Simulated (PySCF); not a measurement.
C4H5F2NSi (SMILES N#C[C@H]([SiH3])/C(F)=C\F)

Input

```
{"job": {"kind": "nmr", "xc": "PBE0", "basis": "pcSseg-1"}, "charge": 0, "multiplicity": 1}
N     -1.401952    -2.341493    -1.176020
C     -0.848290    -1.545036    -0.570997
C     -0.185023    -0.524124     0.187755
Si    -1.521351     0.776167     0.740010
C      0.875768     0.130703    -0.621438
F      0.448010     0.725320    -1.754616
C      2.166784     0.222222    -0.334056
F      2.665049    -0.335054     0.781121
H      0.275369    -0.983972     1.065771
H     -0.778964     1.788759     1.489950
H     -2.467475     0.041590     1.574448
H     -2.138146     1.320021    -0.463558
H      2.905831     0.725384    -0.936099
```

Run with:

```sh
OMP_NUM_THREADS=1 python probes_run.py task.json out
```

Geometry: GFN2-xTB.

Computed with PBE0/pcSseg-1, SCF density, gas phase, non-relativistic in PySCF 2.14.0.

What can the converged electron density and electron localisation function tell about the bonding?

Answer. C–C (1.33 Å): the density is about 2.4 e/Å³ at the midpoint; the ELF peaks at about 0.95 between the atoms: a multiple bond.
C–F (1.34 Å): ρ is about 2.3 e/Å³ halfway; the ELF peaks at about 0.85 between the atoms, as expected for a shared but strongly polarised pair.
C–H (1.08 Å): ρ is about 2.1 e/Å³ halfway; the ELF climbs to about 1 towards the hydrogen, as it does in any bond to H (an ordinary covalent bond to hydrogen).

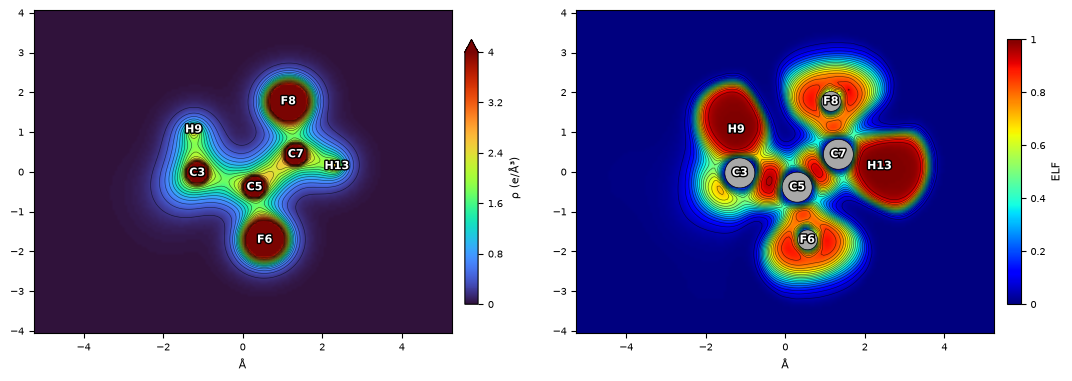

Computed electron density and electron localisation function on the plane of atoms C5, C7 and H13, in this order. Grey discs cover the atomic cores in the ELF map. 
